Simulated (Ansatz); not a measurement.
```yaml
atoms:
  - { symbol: N, position_ang: [-0.1088, 0.7871, 1.3047] }
  - { symbol: C, position_ang: [-0.6795, 0.4697, 0.0138] }
  - { symbol: Ge, position_ang: [0.3646, -0.9646, -0.8501] }
  - { symbol: Cl, position_ang: [0.1933, -2.8276, 0.2565] }
  - { symbol: Br, position_ang: [2.5952, -0.2696, -0.7788] }
  - { symbol: H, position_ang: [0.8296, 1.1921, 1.1965] }
  - { symbol: H, position_ang: [-0.6830, 1.4754, 1.8049] }
  - { symbol: H, position_ang: [-1.7040, 0.0558, 0.1339] }
  - { symbol: H, position_ang: [-0.7468, 1.2948, -0.7446] }
  - { symbol: H, position_ang: [0.0226, -1.2642, -2.3337] }
```

The calculation used RKS PBE-D4/def2-SVP in Ansatz.

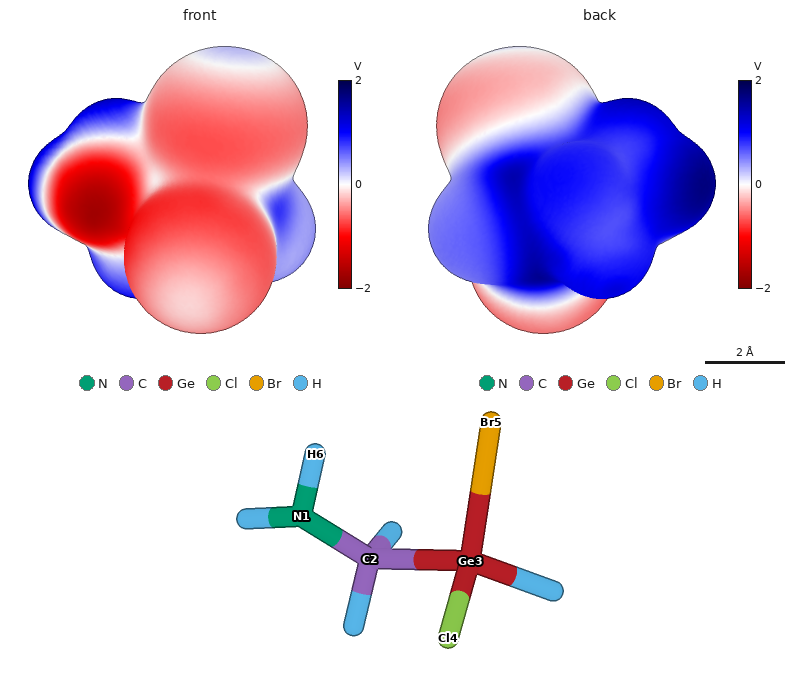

CH₅BrClGeN. The molecular electrostatic potential painted on the density surface at 0.002 e/bohr³, seen from the front and from behind; red is negative and blue positive. The bare structure is drawn below in the same view.

**Which sites attract a positive test charge, and which a negative one?**

A positive charge is drawn to the negative regions and a negative charge to the positive ones. The most negative region (about −1.6 V, or −37 kcal/mol for a unit charge) lies over N1, the most positive (about +1.6 V, or +37 kcal/mol for a unit charge) over H7. Br5 shows a σ-hole: about +0.2 V at the tip opposite its bond, against about −0.3 V on its flanks. N1 is the likeliest acceptor of a hydrogen bond.
